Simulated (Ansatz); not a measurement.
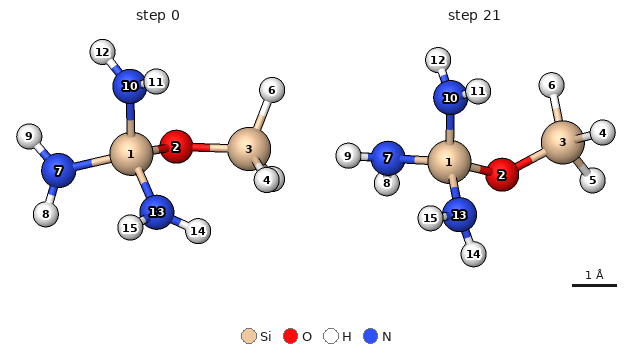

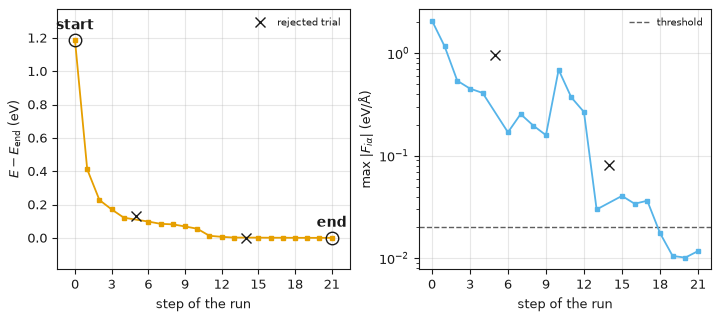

First and last geometry of a relaxation of Si2N3H9O, with the history of the run. A ball-and-stick model, seen at a tilt.

The run prepares the start of a later molecular dynamics calculation, from a guessed geometry.

Computed with RKS B3LYP/6-31G* (Ansatz 0.2.0). Settings: no spin polarisation; force threshold 0.02 eV/Å; at most 40 steps.

**Did the run converge, and what did it change?**

It converged. H8 moves most after the best rigid fit: 1.28 Å. By element the largest moves are H 1.28 Å, O 0.80 Å, N 0.46 Å, Si 0.28 Å. Some distances before and after: Si1–N10 1.819 → 1.715 Å, Si1–N13 1.819 → 1.730 Å, N10–H11 1.060 → 1.011 Å, O2–Si3 1.680 → 1.650 Å. Among the angles between lasting bonds that change: N7–Si1–N13 109.5° → 122.9°, Si1–O2–Si3 125.0° → 136.3°, H14–N13–H15 120.0° → 110.9°. Groups turn about Si1–O2 by about 70°, O2–Si3 by about 35°. After 19 accepted moves (21 points after the start) the energy has fallen by 1.185 eV. The largest force component goes from 2.1 to 0.012 eV/Å. The line search rejected the trial steps at points 5, 14 of the run. Cost: 110 s on 2 threads of Arm Neoverse V2 (shared host), peak memory 0.3 GiB.

```
step  E − E(0), eV  largest force component, eV/Å      note
   0        0.0000                         2.0842          
   1       -0.7739                         1.1693          
   2       -0.9579                         0.5398          
   3       -1.0143                         0.4524          
   4       -1.0639                         0.4104          
   5       -1.0543                         0.9671  rejected
   6       -1.0870                         0.1695          
   7       -1.1006                         0.2551          
   8       -1.1037                         0.1971          
   9       -1.1163                         0.1589          
  10       -1.1299                         0.6908          
  11       -1.1725                         0.3717          
  12       -1.1785                         0.2676          
  13       -1.1830                         0.0299          
  14       -1.1828                         0.0817  rejected
  15       -1.1835                         0.0406          
  16       -1.1840                         0.0341          
  17       -1.1841                         0.0364          
  18       -1.1845                         0.0177          
  19       -1.1847                         0.0105          
  20       -1.1848                         0.0101          
  21       -1.1848                         0.0117
```
